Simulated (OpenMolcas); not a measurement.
**Mn⁴⁺ among point charges: CASSCF and CASPT2 levels and susceptibility**

How does a field of 6 point charges split the states of Mn⁴⁺, and what χT follows?

Method: state-averaged CASSCF and CASPT2, spin-orbit coupling by RASSI with atomic mean-field integrals. Code: OpenMolcas 26.06.

### 1 The system

```
Species                           : Mn⁴⁺ (manganese, Z = 25, 21 electrons)
Basis                             : ANO-RCC-VDZP [5s4p2d1f], 34 functions
Scalar Hamiltonian                : DKH2, point nucleus
Inactive shells                   : 1s 2s 2p 3s 3p
Active space                      : 3 electrons in 5 orbitals (3d)
Some configurations of this space : 3d³
Orbitals                          : optimised for each spin and parity, averaged over all roots
```

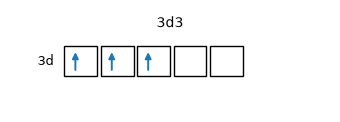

Occupation of the outer shells (arrows by Hund's rule).

The ion sits among 6 point charges of -1.5 e arranged as an octahedron (Oh), 2.27 Å from the ion.

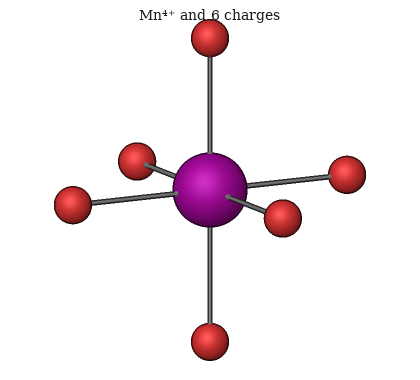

The ion and the point charges (red).

The work runs as a chain of OpenMolcas steps in one folder; each step below is one input file. Labels, J, g values, rates, χT and fits are worked out afterwards by a script from the matrices that RASSI stores. The input lists half of the charges; inversion (Group=XYZ) makes the rest.

### 2 Basis and integrals

The input, a.inp:

```
&GATEWAY
Coord
1

Mn 0.0 0.0 0.0
Basis=ANO-RCC-VDZP
Group=XYZ
NoMove
AngMom=0.0 0.0 0.0
AMFI
XField
3 Angstrom 0
2.270000 0.000000 0.000000 -1.500000
0.000000 2.270000 0.000000 -1.500000
0.000000 0.000000 2.270000 -1.500000
&SEWARD
```

Log:

```text
Basis set label: MN.ANO-RCC...5S4P2D1F.

      Electronic valence basis set:
      ------------------
      Associated Effective Charge  25.000000 au
      Associated Actual Charge     25.000000 au
      Nuclear Model: Point charge

      Shell  nPrim  nBasis  Cartesian Spherical Contaminant
         s      21       5        X
         p      15       4        X
         d      10       2                 X
         f       6       1                 X
                  Relativistic Douglas-Kroll-Hess integrals:
                    - DKH order of Hamiltonian: 2
                    - DKH order of Properties : 0
                  Atomic mean-field integrals
```

### 3 Reference wave functions, quartets of even parity, 10 roots

The input, a.inp:

```
&RASSCF
FileOrb=start.orb
Symmetry=1
Spin=4
nActEl=3 0 0
Inactive=3 6
Ras2=5 0
CIRoot=10 10 1
SDav=10
CIMx=300
Iter=120 100
PrWF=0.3
OrbListing=Nothing
MaxOrb=0
>>> COPY $Project.JobIph JOB001
```

start.orb holds the contracted functions of the basis, ordered by shell, or the orbitals of the step before.

Log, shortened:

```text
[...]
      Number of active orbitals                  5
[...]
      Spin quantum number                      1.5
[...]
      Active orbitals                            5   0
[...]
      Number of CSFs                            10
      Number of root(s) required                10
[...]
      Convergence after  8 iterations
[...]
      Natural orbitals and occupation numbers for root  1
      sym 1:   1.000000   1.000000  -0.000000   1.000000   0.000000
      Natural orbitals and occupation numbers for root  2
      sym 1:   0.948619   1.000000   0.948619   0.051381   0.051381
      Natural orbitals and occupation numbers for root  3
      sym 1:   0.953748   0.046252   0.046252   1.000000   0.953748
::    RASSCF root number  1 Total energy:  -1161.95082271
::    RASSCF root number  2 Total energy:  -1161.94614288
::    RASSCF root number  3 Total energy:  -1161.94614288
[...]
::    RASSCF root number  7 Total energy:  -1161.94243087
::    RASSCF root number  8 Total energy:  -1161.85395844
::    RASSCF root number  9 Total energy:  -1161.85395844
::    RASSCF root number 10 Total energy:  -1161.85395844
```

### 4 Reference wave functions, doublets of even parity, 40 roots

The input, a.inp:

```
&RASSCF
FileOrb=start.orb
Symmetry=1
Spin=2
nActEl=3 0 0
Inactive=3 6
Ras2=5 0
CIRoot=40 40 1
SDav=40
CIMx=300
Iter=120 100
PrWF=0.3
OrbListing=Nothing
MaxOrb=0
>>> COPY $Project.JobIph JOB002
```

Log, shortened:

```text
[...]
      Number of active orbitals                  5
[...]
      Spin quantum number                      0.5
[...]
      Active orbitals                            5   0
[...]
      Number of CSFs                            40
      Number of root(s) required                40
[...]
      Convergence after  7 iterations
[...]
      Natural orbitals and occupation numbers for root  1
      sym 1:   0.752087   0.317645   0.822806   0.688080   0.419381
      Natural orbitals and occupation numbers for root  2
      sym 1:   0.756562   0.419381   0.685843   0.820569   0.317645
      Natural orbitals and occupation numbers for root  3
      sym 1:   0.666667   0.500000   0.666667   0.666667   0.500000
::    RASSCF root number  1 Total energy:  -1161.85351092
::    RASSCF root number  2 Total energy:  -1161.85351092
::    RASSCF root number  3 Total energy:  -1161.85335932
[...]
::    RASSCF root number 27 Total energy:  -1161.80979357
::    RASSCF root number 28 Total energy:  -1161.80979357
::    RASSCF root number 29 Total energy:  -1161.73291929
::    RASSCF root number 30 Total energy:  -1161.73210697
```

### 5 State interaction with spin-orbit coupling

The input, a.inp:

```
&RASSI
NrOfJobIphs=2 10 40
1 2 3 4 5 6 7 8 9 10
1 2 3 4 5 6 7 8 9 10 11 12 13 14 15 16 17 18 19 20 21 22 23 24 25 26 27
28 29 30 31 32 33 34 35 36 37 38 39 40
IphNames
JOB001
JOB002
EJob
SpinOrbit
DIPRint=1.0
SOCoupling=1000.0
Subsets=2
Property=9
'ANGMOM' 1 'ANGMOM' 2 'ANGMOM' 3 'MLTPL  1' 1 'MLTPL  1' 2 'MLTPL  1' 3
'AMFI' 1 'AMFI' 2 'AMFI' 3
SOProperty=3
'ANGMOM' 1 'ANGMOM' 2 'ANGMOM' 3
```

Log, shortened:

```text
SPIN-FREE ENERGIES:
  (Shifted by EMIN (a.u.) =      -1161.9508227147)
 SF State       Relative EMIN(au)   Rel lowest level(eV)    D:o, cm**(-1)      L_eff
     1             0.0000000000        0.0000000000              0.0000         3.0
     2             0.0046798303        0.1273446709           1027.1040         3.0
     3             0.0046798303        0.1273446709           1027.1040         3.0
     4             0.0046798303        0.1273446709           1027.1040         3.0
     5             0.0083918479        0.2283538155           1841.7977         3.0
     6             0.0083918479        0.2283538155           1841.7977         3.0
     7             0.0083918479        0.2283538155           1841.7977         3.0
     8             0.0968642751        2.6358112030          21259.2511         1.0
     9             0.0968642751        2.6358112030          21259.2511         1.0
    10             0.0968642751        2.6358112030          21259.2511         1.0
[...]
Eigenvalues of complex Hamiltonian:
   -----------------------------------
  (Shifted by EMIN (a.u.) =      -1161.9508227147)
 SO State       Relative EMIN(au)   Rel lowest level(eV)    D:o, cm**(-1)     J-value
     1            -0.0013267491        0.0000000000              0.0000         2.1
     2            -0.0013267491        0.0000000000              0.0000         1.9
     3            -0.0013267491        0.0000000000              0.0000         1.9
     4            -0.0013267491        0.0000000000              0.0000         2.0
     5             0.0032405147        0.1242815779           1002.3985         2.1
     6             0.0032405147        0.1242815779           1002.3985         2.1
     7             0.0032405147        0.1242815779           1002.3985         1.7
     8             0.0032405147        0.1242815779           1002.3985         1.7
     9             0.0034680373        0.1304727847           1052.3340         2.3
    10             0.0034680373        0.1304727847           1052.3340         2.3
    11             0.0047626106        0.1656999197           1336.4600         2.7
[...]
```

Time for these steps: 10 s (1 thread, shared host).

Spin-free states, with their symmetry labels:

| state | degeneracy | E (cm-1) | free-ion L (%) |
| --- | --- | --- | --- |
| 4A2 | 1 | 0 | F (100) |
| 4T2 | 3 | 1027 | F (100) |
| 4T1 | 3 | 1842 | F (100) |
| 4T1 | 3 | 21259 | P (100) |
| 2E | 2 | 21357 | G (97) |
| 2A1 | 1 | 21391 | G (100) |
| 2T1 | 3 | 21403 | G (98) |
| 2T2 | 3 | 21834 | G (100) |
| 2T1 | 3 | 27591 | H (59) |
| 2T2 | 3 | 27987 | H (95) |
| 2E | 2 | 28457 | H (94) |
| 2T1 | 3 | 28531 | H (89) |
| 2T1 | 3 | 28701 | H (50) |
| 2T2 | 3 | 30694 | D (95) |
| 2E | 2 | 30952 | D (94) |
| 2A2 | 1 | 47824 | F (100) |
| 2T2 | 3 | 48003 | F (100) |
| 2T1 | 3 | 48196 | F (100) |
| 2E | 2 | 74638 | D (100) |
| 2T2 | 3 | 74937 | D (100) |

With spin-orbit coupling:

```
E (cm-1)  Degeneracy  Label  2S+1               g
     0.0           4     Γ8     4                
    1002           4     Γ8     4                
    1052           2     Γ7     4  1.31 1.31 1.31
    1336           4     Γ8     4                
    1373           2     Γ6     4  2.91 2.91 2.91
    1879           2     Γ7     4  0.69 0.69 0.69
    2182           4     Γ8     4                
    2509           4     Γ8     4                
    2691           2     Γ6     4  4.91 4.91 4.91
   21151           2     Γ6     4  2.61 2.61 2.61
   21301           4     Γ8     4                
   21366           2     Γ6     2  1.85 1.85 1.85
   21367           4     Γ8     2                
   21747           2     Γ7     4  2.50 2.50 2.50
   21748           4     Γ8     4                
   21817           2     Γ7     2  2.48 2.48 2.48
   21898           4     Γ8     2                
   21974           2     Γ6     2  3.90 3.90 3.90
   22249           4     Γ8     2                
   27619           2     Γ6     2  2.22 2.22 2.22
   27884           4     Γ8     2                
   28282           4     Γ8     2                
   28494           2     Γ7     2  3.91 3.91 3.91
   28666           4     Γ8     2
```

Principal g values are given for doublets only; a zero marks a field direction without first-order Zeeman splitting.

Powder χT (cm³ K/mol): 0.49 at 2 K, 0.50 at 5 K, 0.50 at 10 K, 0.52 at 20 K, 0.56 at 50 K, 0.63 at 100 K, 0.70 at 150 K, 0.78 at 200 K, 0.85 at 250 K, 0.92 at 300 K.

A ligand-field fit to the states below 45000 cm-1 gives 10Dq = 1045 cm-1, B = 1331 cm-1 and C = 5008 cm-1 (C/B = 3.76), with a deviation of 30 cm-1.

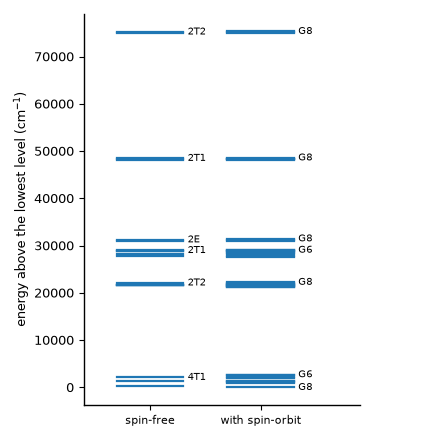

The states in the field without (left) and with (right) spin-orbit coupling.

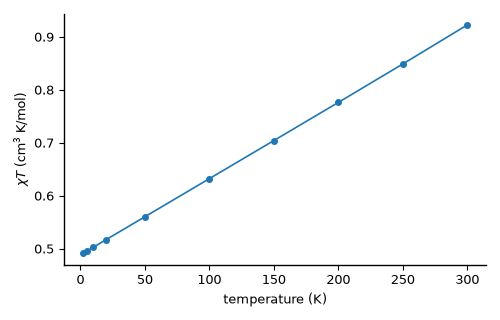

χT against temperature.

Orbitals of the lowest block (energies include the constant potential of the surroundings):

| shell | space | energy (hartree) | mean occupation | ⟨r²⟩ (bohr²) |
| --- | --- | --- | --- | --- |
| 1s | inactive | -242.5908 | 2.000 | 0.00495 |
| 2s | inactive | -29.6972 | 2.000 | 0.0909 |
| 2p | inactive | -25.0513 | 6.000 | 0.0744 |
| 3s | inactive | -3.8994 | 2.000 | 0.817 |
| 3p | inactive | -2.4791 | 6.000 | 0.896 |
| 3d | RAS2 |  | 3.000 | 1.14 |

### 6 CASPT2: IPEA 0.25, imaginary shift 0.1 (closed shells correlated: 3s 3p)

The input, a.inp:

```
>>> COPY JOB001 $Project.JobIph
&CASPT2
Multistate=10 1 2 3 4 5 6 7 8 9 10
NoMult
Frozen=2 3
IPEA=0.25
Imaginary=0.1
MaxIter=60
WThr=0.0 0.3 0.05
PrWF=0.5
NoMix
>>> COPY JOB002 $Project.JobIph
&CASPT2
Multistate=40 1 2 3 4 5 6 7 8 9 10 11 12 13 14 15 16 17 18 19 20 21 22
23 24 25 26 27 28 29 30 31 32 33 34 35 36 37 38 39 40
NoMult
Frozen=2 3
IPEA=0.25
Imaginary=0.1
MaxIter=60
WThr=0.0 0.3 0.05
PrWF=0.5
NoMix
```

Log:

```text
Orbital specifications:
      -----------------------

      Symmetry species                           1   2
                                                ag  au
      Frozen orbitals                            2   3
      Inactive orbitals                          1   3
      Active orbitals                            5   0
      Secondary orbitals                         7  13
      Deleted orbitals                           0   0
      Number of basis functions                 15  19
Type of calculation                        SS-CASPT2
      Fock operator                              state-specific
      IPEA shift                                 0.25
      Real shift                                 0.00
      Imaginary shift                            0.10
      The input orbitals will be transformed to quasi-canonical
Reference energy:       -1161.9508227147
      E2 (Non-variational):      -0.2269817733
      Shift correction:          -0.0000516219
      E2 (Variational):          -0.2270333953
      Total energy:           -1162.1778561100
      Residual norm:              0.0000001290
      Reference weight:           0.96811
      Contributions to the CASPT2 correlation energy
      Active & Virtual Only:         -0.0114050388
      One Inactive Excited:          -0.0992569182
      Two Inactive Excited:          -0.1163198164
Reference energy:       -1161.9461428843
      E2 (Non-variational):      -0.2276705568
      Shift correction:          -0.0000523191
      E2 (Variational):          -0.2277228759
      Total energy:           -1162.1738657602
      Residual norm:              0.0000001688
      Reference weight:           0.96788
      Contributions to the CASPT2 correlation energy
      Active & Virtual Only:         -0.0114663899
      One Inactive Excited:          -0.0996042772
      Two Inactive Excited:          -0.1165998897
::    CASPT2 Root  1     Total energy:  -1162.17785611
::    CASPT2 Root  2     Total energy:  -1162.17386576
::    CASPT2 Root  3     Total energy:  -1162.17383564
::    CASPT2 Root  4     Total energy:  -1162.17431346
::    CASPT2 Root  5     Total energy:  -1162.16956545
::    CASPT2 Root  6     Total energy:  -1162.17011889
::    CASPT2 Root  7     Total energy:  -1162.16958218
::    CASPT2 Root  8     Total energy:  -1162.09692136
::    CASPT2 Root  9     Total energy:  -1162.09688545
::    CASPT2 Root 10     Total energy:  -1162.09681586
Orbital specifications:
      -----------------------

      Symmetry species                           1   2
                                                ag  au
      Frozen orbitals                            2   3
      Inactive orbitals                          1   3
      Active orbitals                            5   0
      Secondary orbitals                         7  13
      Deleted orbitals                           0   0
      Number of basis functions                 15  19
Type of calculation                        SS-CASPT2
      Fock operator                              state-specific
      IPEA shift                                 0.25
      Real shift                                 0.00
      Imaginary shift                            0.10
      The input orbitals will be transformed to quasi-canonical
Reference energy:       -1161.8535109226
      E2 (Non-variational):      -0.2381073859
      Shift correction:          -0.0000617087
      E2 (Variational):          -0.2381690946
      Total energy:           -1162.0916800171
      Residual norm:              0.0000001019
      Reference weight:           0.96512
      Contributions to the CASPT2 correlation energy
      Active & Virtual Only:         -0.0136655846
      One Inactive Excited:          -0.1050366403
      Two Inactive Excited:          -0.1194051610
Reference energy:       -1161.8535109226
      E2 (Non-variational):      -0.2381196688
      Shift correction:          -0.0000617174
      E2 (Variational):          -0.2381813862
      Total energy:           -1162.0916923087
      Residual norm:              0.0000001020
      Reference weight:           0.96512
      Contributions to the CASPT2 correlation energy
      Active & Virtual Only:         -0.0136651613
      One Inactive Excited:          -0.1050491267
      Two Inactive Excited:          -0.1194053808
::    CASPT2 Root  1     Total energy:  -1162.09168002
::    CASPT2 Root  2     Total energy:  -1162.09169231
::    CASPT2 Root  3     Total energy:  -1162.09202422
::    CASPT2 Root  4     Total energy:  -1162.09157569
::    CASPT2 Root  5     Total energy:  -1162.09156159
::    CASPT2 Root  6     Total energy:  -1162.09155860
::    CASPT2 Root  7     Total energy:  -1162.08973289
::    CASPT2 Root  8     Total energy:  -1162.08973179
::    CASPT2 Root  9     Total energy:  -1162.08976027
::    CASPT2 Root 10     Total energy:  -1162.06238658
::    CASPT2 Root 11     Total energy:  -1162.06242706
::    CASPT2 Root 12     Total energy:  -1162.06243525
::    CASPT2 Root 13     Total energy:  -1162.05777873
::    CASPT2 Root 14     Total energy:  -1162.05802249
::    CASPT2 Root 15     Total energy:  -1162.05797972
::    CASPT2 Root 16     Total energy:  -1162.05540598
::    CASPT2 Root 17     Total energy:  -1162.05514214
::    CASPT2 Root 18     Total energy:  -1162.05476397
::    CASPT2 Root 19     Total energy:  -1162.05474050
::    CASPT2 Root 20     Total energy:  -1162.05480603
::    CASPT2 Root 21     Total energy:  -1162.05817778
::    CASPT2 Root 22     Total energy:  -1162.05815299
::    CASPT2 Root 23     Total energy:  -1162.05819247
::    CASPT2 Root 24     Total energy:  -1162.05956325
::    CASPT2 Root 25     Total energy:  -1162.05969296
::    CASPT2 Root 26     Total energy:  -1162.05946607
::    CASPT2 Root 27     Total energy:  -1162.05722829
::    CASPT2 Root 28     Total energy:  -1162.05718457
::    CASPT2 Root 29     Total energy:  -1161.98347802
::    CASPT2 Root 30     Total energy:  -1161.98220663
```

This run took 2.9 s in all on 1 thread, shared host.

SS-CASPT2: lowest energy less the reference's lowest, -0.2270 hartree; reference weights 0.960 to 0.968.

States without spin-orbit coupling:

| state | degeneracy | E (cm-1) | free-ion L (%) |
| --- | --- | --- | --- |
| 4A2 | 1 | 0 | F (100) |
| 4T2 | 3 | 845 | F (100) |
| 4T1 | 3 | 1778 | F (100) |
| 4T1 | 3 | 17773 | P (100) |
| 2A1 | 1 | 18838 | G (100) |
| 2E | 2 | 18912 | G (97) |
| 2T1 | 3 | 18939 | G (98) |
| 2T2 | 3 | 19339 | G (100) |
| 2T1 | 3 | 25336 | H (59) |
| 2T2 | 3 | 25960 | D (95) |
| 2T1 | 3 | 26267 | H (50) |
| 2T2 | 3 | 26321 | H (95) |
| 2E | 2 | 26480 | D (94) |
| 2E | 2 | 26904 | H (94) |
| 2T1 | 3 | 27014 | H (89) |
| 2A2 | 1 | 42661 | F (100) |
| 2T2 | 3 | 42954 | F (100) |
| 2T1 | 3 | 43159 | F (100) |
| 2E | 2 | 66674 | D (100) |
| 2T2 | 3 | 67068 | D (100) |

With spin-orbit coupling:

| E (cm-1) | Degeneracy | Label | 2S+1 | g |
| --- | --- | --- | --- | --- |
| 0 | 4 | Γ8 | 4 |  |
| 900 | 4 | Γ8 | 4 |  |
| 920 | 2 | Γ7 | 4 | 1.53 1.53 1.53 |
| 1240 | 2 | Γ6 | 4 | 2.88 2.88 2.88 |
| 1240 | 4 | Γ8 | 4 |  |
| 1850 | 2 | Γ7 | 4 | 0.47 0.47 0.47 |
| 2130 | 4 | Γ8 | 4 |  |
| 2470 | 4 | Γ8 | 4 |  |
| 2660 | 2 | Γ6 | 4 | 4.88 4.88 4.88 |
| 17720 | 2 | Γ6 | 4 | 2.66 2.66 2.66 |
| 17880 | 4 | Γ8 | 4 |  |
| 18300 | 4 | Γ8 | 4 |  |
| 18300 | 2 | Γ7 | 4 | 2.67 2.67 2.67 |
| 18890 | 2 | Γ6 | 2 | 1.71 1.71 1.71 |
| 18960 | 4 | Γ8 | 2 |  |
| 19360 | 2 | Γ7 | 2 | 2.65 2.65 2.65 |
| 19490 | 4 | Γ8 | 2 |  |
| 19520 | 2 | Γ6 | 2 | 3.71 3.71 3.71 |
| 19810 | 4 | Γ8 | 2 |  |
| 25340 | 4 | Γ8 | 2 |  |
| 25400 | 2 | Γ6 | 2 | 2.24 2.24 2.24 |
| 26140 | 4 | Γ8 | 2 |  |
| 26390 | 2 | Γ6 | 2 | 1.44 1.44 1.44 |
| 26570 | 2 | Γ7 | 2 | 2.13 2.13 2.13 |

Powder χT (cm³ K/mol): 0.40 at 2 K, 0.40 at 5 K, 0.41 at 10 K, 0.42 at 20 K, 0.47 at 50 K, 0.54 at 100 K, 0.62 at 150 K, 0.70 at 200 K, 0.77 at 250 K, 0.85 at 300 K.

### 7 The methods side by side

A. CASSCF
B. SS-CASPT2, IPEA 0.25, imaginary shift 0.1 (closed shells correlated: 3s 3p)

| method | ground state | first state of that spin (cm-1) | first gap with spin-orbit (cm-1) | χT at 300 K |
| --- | --- | --- | --- | --- |
| A | 4A2 | 4T2 1027 | 1002.4 | 0.92 |
| B | 4A2 | 4T2 845.2 | 904.9 | 0.85 |

### 8 Outcome

| quantity | value |
| --- | --- |
| method | SS-CASPT2, IPEA 0.25, imaginary shift 0.1 (closed shells correlated: 3s 3p) |
| spin-free ground state | 4A2, 1-fold in its orbital part |
| first state of the same spin within the active space | 4T2 at 845 cm⁻¹ |
| lowest level | 4-fold Γ8 |
| next level | 904.9 cm⁻¹ |
| χT at 300 K | 0.85 cm³ K/mol |
| effective moment at 300 K | 2.61 μB |

Cost by method:

| method | time of its own steps | time with the reference |
| --- | --- | --- |
| A. CASSCF | 10 s | 10 s |
| B. SS-CASPT2, IPEA 0.25, imaginary shift 0.1, +3s 3p | 2.9 s | 13 s |

Times are of one thread on a shared host.

**Reading.** The spin-free ground state (4A2) comes to 100 % from free-ion F terms and keeps the highest spin of the shell. χT at 300 K is 0.85, against 1.88 cm³ K/mol for the spin alone, so spin-orbit coupling lowers it. CASPT2 does not keep the components of a term degenerate, and the means are used. The field of point charges can differ much from that of real complexes. Point charges carry no covalency, so the field is a model and not that of real ligands.
